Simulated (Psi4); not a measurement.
# NO+ (nitrosonium): BHLYP/aug-cc-pVTZ

What is the energy change on altering one bond length of NO+ (nitrosonium) at BHLYP/aug-cc-pVTZ? 

Program for the calculation: Psi4 1.11.

## Step 1: The molecule

NO+: 2 atoms, total charge +1, spin state singlet. SMILES: `N#[O+]`. The bond length is the measured one.

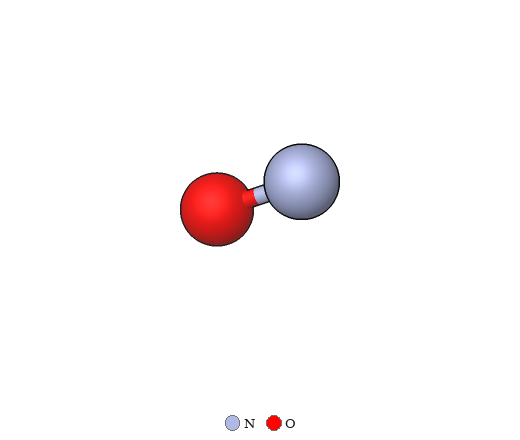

Viewed from a chosen angle; nitrogen light blue, oxygen red.

## Step 2: Energy and forces at BHLYP/aug-cc-pVTZ

input.json reads:

```json
{
  "schema_name": "qcschema_input",
  "schema_version": 1,
  "molecule": {
    "schema_name": "qcschema_molecule",
    "schema_version": 2,
    "symbols": ["N", "O"],
    "geometry": [0.0, 0.0, 0.0, 0.0, 0.0, 2.00919461],
    "molecular_charge": 1,
    "molecular_multiplicity": 1,
    "fix_symmetry": "c1",
    "fix_com": true,
    "fix_orientation": true
  },
  "driver": "gradient",
  "model": {
    "method": "bhhlyp",
    "basis": "aug-cc-pVTZ"
  },
  "keywords": {
    "puream": true,
    "e_convergence": 1e-09,
    "d_convergence": 1e-08,
    "scf_type": "pk",
    "dft_radial_points": 99,
    "dft_spherical_points": 590,
    "scf_properties": ["DIPOLE", "LOWDIN_CHARGES", "MULLIKEN_CHARGES"]
  }
}
```

Command:

```sh
psi4 --qcschema input.json -n 1 --memory 1600MB
```

stdout (excerpt; [...] marks lines left out):

```text
[...]
  Running in c1 symmetry.
[...]
  Nuclear repulsion =   27.871864537801041
[...]
  Multiplicity = 1
[...]
  Nalpha       = 7
  Nbeta        = 7
[...]
    Number of basis functions: 92
[...]
   @RKS iter   1:  -129.49996043129548    5.24694e-02   2.15670e-03 ADIIS/DIIS
[...]
   @RKS iter   9:  -129.52052938505827   -1.96110e-12   3.87574e-09 DIIS
[...]
    Orbital Energies [Eh]
    ---------------------
    Doubly Occupied:
       1A    -20.327069     2A    -15.456540     3A     -1.930295
       4A     -1.201150     5A     -1.057570     6A     -1.057570
       7A     -1.010804
[...]
  @RKS Final Energy:  -129.52052938505827
   => Energetics <=
    Nuclear Repulsion Energy =             27.8718645378010415
    One-Electron Energy =                -225.1236518695667144
    Two-Electron Energy =                  75.4743947254586232
    DFT Exchange-Correlation Energy =      -7.7431367787512100
    Empirical Dispersion Energy =           0.0000000000000000
    VV10 Nonlocal Energy =                  0.0000000000000000
    Total Energy =                       -129.5205293850582677
[...]
 Multipole Moments:
 ------------------------------------------------------------------------------------
     Multipole            Electronic (a.u.)      Nuclear  (a.u.)        Total (a.u.)
 ------------------------------------------------------------------------------------
 L = 1.  Multiply by 2.5417464519 to convert [e a0] to [Debye]
 Dipole X            :         -0.0000000            0.0000000           -0.0000000
 Dipole Y            :         -0.0000000            0.0000000           -0.0000000
 Dipole Z            :        -15.1938090           16.0735569            0.8797479
 Magnitude           :                                                    0.8797479
[...]
  Mulliken Charges: (a.u.)
   Center  Symbol    Alpha    Beta     Spin     Total
       1     N     3.14334  3.14334  0.00000  0.71331
       2     O     3.85666  3.85666  0.00000  0.28669
   Total alpha =  7.00000, Total beta =  7.00000, Total charge =  1.00000
  Lowdin Charges: (a.u.)
   Center  Symbol    Alpha    Beta     Spin     Total
       1     N     3.27433  3.27433  0.00000  0.45134
       2     O     3.72567  3.72567  0.00000  0.54866
  Total alpha =  7.00000, Total beta =  7.00000, Total charge =  1.00000
[...]
  -Total Gradient:
     Atom            X                  Y                   Z
    ------   -----------------  -----------------  -----------------
       1       -0.000000000000     0.000000000000    -0.075927825772
       2       -0.000000000000     0.000000000000     0.075928058672
[...]
```

The result, in JSON:

```text
{
 "driver": "gradient",
 "model": {
  "method": "bhhlyp",
  "basis": "aug-cc-pVTZ"
 },
 "success": true,
 "return_result": [-2.018853871368667e-14, 2.488851135170618e-14, -0.07592782577222956, -2.8330862657687208e-14, 3.2984136859313204e-14, 0.0759280586719907],
 "properties": {
  "calcinfo_nbasis": 92,
  "calcinfo_nmo": 92,
  "calcinfo_nalpha": 7,
  "calcinfo_nbeta": 7,
  "calcinfo_natom": 2,
  "nuclear_repulsion_energy": 27.87186453780104,
  "return_energy": -129.52052938505827,
  "return_gradient": [-2.018853871368667e-14, 2.488851135170618e-14, -0.07592782577222956, -2.8330862657687208e-14, 3.2984136859313204e-14, 0.0759280586719907],
  "scf_one_electron_energy": -225.12365186956671,
  "scf_two_electron_energy": 75.47439472545862,
  "scf_xc_energy": -7.74313677875121,
  "scf_dipole_moment": [-2.0429016231830362e-15, -1.5078960953421438e-15, 0.8797478942490198],
  "scf_total_energy": -129.52052938505827,
  "scf_total_gradient": [-2.018853871368667e-14, 2.488851135170618e-14, -0.07592782577222956, -2.8330862657687208e-14, 3.2984136859313204e-14, 0.0759280586719907],
  "scf_iterations": 9
 }
}
```

Run time: 6.9 s. Hardware: 1 thread of Intel Xeon 6975P-C (Granite Rapids), shared host; peak memory 0.65 GiB.

## Step 3: The distorted shape, same level

job.py reads:

```python
import psi4

psi4.set_memory('1600 MB')
psi4.set_num_threads(1)
psi4.core.set_output_file('psi4.out', False)

m = psi4.geometry("""
1 1
N
O 1 1.2227
units angstrom
symmetry c1
no_reorient
no_com
""")

options = {'puream': True, 'e_convergence': 1e-09, 'd_convergence': 1e-08, 'scf_type': 'pk', 'dft_radial_points': 99, 'dft_spherical_points': 590}
psi4.set_options(options)

E, wfn = psi4.gradient("bhhlyp/aug-cc-pVTZ", molecule=m, return_wfn=True)
psi4.oeprop(wfn, "QUADRUPOLE", "MULLIKEN_CHARGES", "WIBERG_LOWDIN_INDICES")
print('gradient / Eh bohr^-1')
print(E.np.round(6))
print(f'energy = {wfn.energy():.10f} Eh')
```

Command:

```sh
python job.py
```

psi4.out (excerpt; [...] marks lines left out):

```text
[...]
  Running in c1 symmetry.
[...]
  Nuclear repulsion =   24.236463398642353
[...]
  Multiplicity = 1
[...]
  Nalpha       = 7
  Nbeta        = 7
[...]
    Number of basis functions: 92
[...]
   @RKS iter   1:  -129.40285983944469   -2.34301e-01   3.29018e-03 ADIIS/DIIS
[...]
   @RKS iter  10:  -129.44621494261145   -6.82121e-13   7.99854e-10 DIIS
[...]
  @RKS Final Energy:  -129.44621494261145
   => Energetics <=
    Nuclear Repulsion Energy =             24.2364633986423534
    One-Electron Energy =                -218.2925302725985262
    Two-Electron Energy =                  72.2605268444215199
    DFT Exchange-Correlation Energy =      -7.6506749130767897
    Empirical Dispersion Energy =           0.0000000000000000
    VV10 Nonlocal Energy =                  0.0000000000000000
    Total Energy =                       -129.4462149426114479
[...]
  -Total Gradient:
     Atom            X                  Y                   Z
    ------   -----------------  -----------------  -----------------
       1        0.000000000000    -0.000000000000    -0.353301335522
       2       -0.000000000000     0.000000000000     0.353300822831
[...]
 Multipole Moments:
 ------------------------------------------------------------------------------------
     Multipole            Electronic (a.u.)      Nuclear  (a.u.)        Total (a.u.)
 ------------------------------------------------------------------------------------
 L = 1.  Multiply by 2.5417464519 to convert [e a0] to [Debye]
 Dipole X            :         -0.0000000            0.0000000           -0.0000000
 Dipole Y            :         -0.0000000            0.0000000           -0.0000000
 Dipole Z            :         -0.3566584            0.0046361           -0.3520224
 Magnitude           :                                                    0.3520224
 L = 2.  Multiply by 1.3450342976 to convert [e a0^2] to [Debye ang]
 Quadrupole XX       :         -6.0848908            0.0000000           -6.0848908
 Quadrupole XY       :          0.0000000            0.0000000            0.0000000
[...]
  Mulliken Charges: (a.u.)
   Center  Symbol    Alpha    Beta     Spin     Total
       1     N     3.11886  3.11886  0.00000  0.76227
       2     O     3.88114  3.88114  0.00000  0.23773
   Total alpha =  7.00000, Total beta =  7.00000, Total charge =  1.00000
  Wiberg Bond Indices using Orthogonal Lowdin Orbitals:
[...]
```

The script printed:

```text
gradient / Eh bohr^-1
[[ 0.       -0.       -0.353301]
 [-0.        0.        0.353301]]
energy = -129.4462149426 Eh
```

Run time: 7.8 s. Hardware: 1 thread of Intel Xeon 6975P-C (Granite Rapids), shared host; peak memory 0.66 GiB.

## Step 4: Outcome

At BHLYP/aug-cc-pVTZ:

| quantity | value |
| --- | --- |
| first shape: total energy | -129.52053 Eh |
| first shape: HOMO energy | -27.51 eV |
| first shape: LUMO energy | -11.49 eV |
| first shape: HOMO–LUMO gap | 16.01 eV |
| first shape: largest force on an atom | 3.904 eV/Å |
| distorted shape: total energy | -129.44621 Eh |
| distorted shape: HOMO energy | -26.55 eV |
| distorted shape: LUMO energy | -13.32 eV |
| distorted shape: HOMO–LUMO gap | 13.23 eV |
| distorted shape: largest force on an atom | 18.167 eV/Å |
| energy change with the N1–O2 bond stretched from 1.063 to 1.223 Å | 2.022 eV |

In words: With the N1–O2 bond stretched from 1.063 to 1.223 Å the energy rises by 2.02 eV (195 kJ/mol). The first shape isn't relaxed at this level, so the change isn't measured from a minimum. The largest force (first shape) is 3.90 eV/Å: the shape isn't a stationary point for this species at this level.
